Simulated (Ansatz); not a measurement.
**Fields on a plane of CuI (zinc blende)**

```yaml
crystal:
  lattice:
    - [0.00000, 3.01151, 3.01151]
    - [3.01151, 0.00000, 3.01151]
    - [3.01151, 3.01151, 0.00000]
  atoms:
    - { symbol: I, position: [0.75000, 0.75000, 0.75000] }
    - { symbol: Cu, position: [0.00000, 0.00000, 0.00000] }
```

The slice is a {111} plane (indices of the conventional cell) through the point (0.750, 0.750, 0.750) (fractional), spanned by u = [100] and v = [-1 2 0] in vectors of this cell: u (4.26 Å) and v (7.38 Å, at 90° to u). It covers one period; positions are fractions (u, v).

Atoms on it: I at (0.00, 0.00); I at (0.50, 0.50). Other atoms lie within 1 Å of the plane.

The numbers are results of r2SCAN (plane waves to 500 eV, PAW, scalar-relativistic; Ansatz, a program for electronic structure), not measurements. k mesh 10×10×10. Near the nuclei the fields are pseudised (PAW); where an atom keeps semicore shells as valence, they peak there. CuI is run without spin polarisation. CuI was relaxed with its symmetry unable to fall. Spin-orbit coupling is left out, though I is heavy.

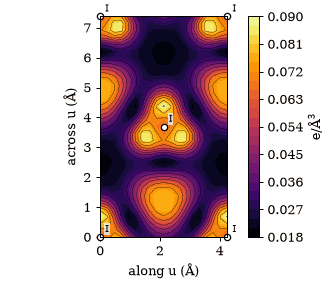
Figure. Density of the lowest conduction band (whole band as if filled, smooth part) in e/Å³, one period of the plane, atoms marked. 

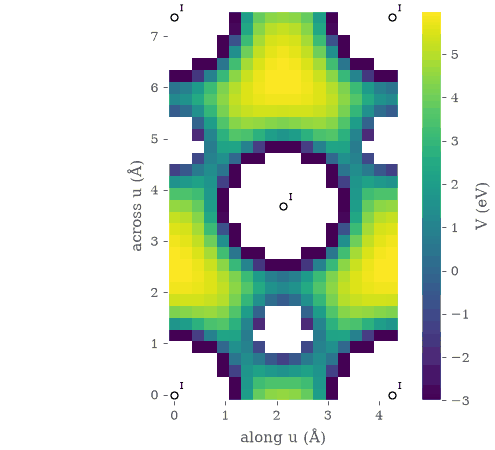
Electrostatic potential energy of an electron, from the cell's mean, in eV, one period of the plane, atoms marked. Points within 1 Å of a nucleus are left white, as the pseudised field means little there. Values under -3 eV are set to -3. The zero, the cell's mean, hangs on the PAW cores.
